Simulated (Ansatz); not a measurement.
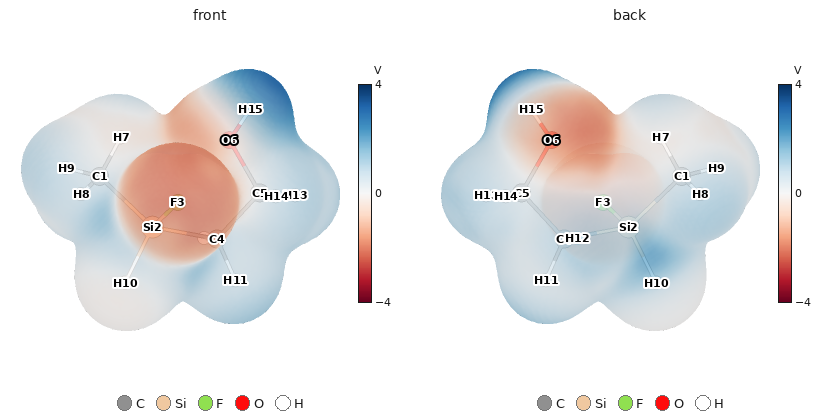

The picture shows: C₃H₉FOSi (SMILES C[SiH](F)CCO). The electrostatic potential painted on the density surface at 0.004 e/bohr³, seen from the front and from behind; the colour scale runs from red (negative) to blue (positive).

Theory: RKS r2SCANh/6-31G in Ansatz.

```xyz
15

C     0.1529   -0.8361    1.9504
Si    1.0383   -0.5636    0.3104
F     1.8856    0.9208    0.3328
C    -0.1135   -0.4684   -1.2060
C    -0.6430    0.9489   -1.3467
O    -1.2244    1.2855   -0.0517
H    -0.6241   -0.0786    2.0656
H    -0.3196   -1.8246    1.9566
H     0.8436   -0.7835    2.7962
H     2.0928   -1.6186    0.0911
H     0.4204   -0.7668   -2.1146
H    -0.9480   -1.1649   -1.0618
H    -1.4056    1.0172   -2.1340
H     0.1781    1.6350   -1.5863
H    -1.3553    2.2471    0.0275
```

**Describe the electrostatic potential map.**

The most negative region (about −2.1 V) lies over F3 and O6, the most positive (about +3.0 V) over H15.
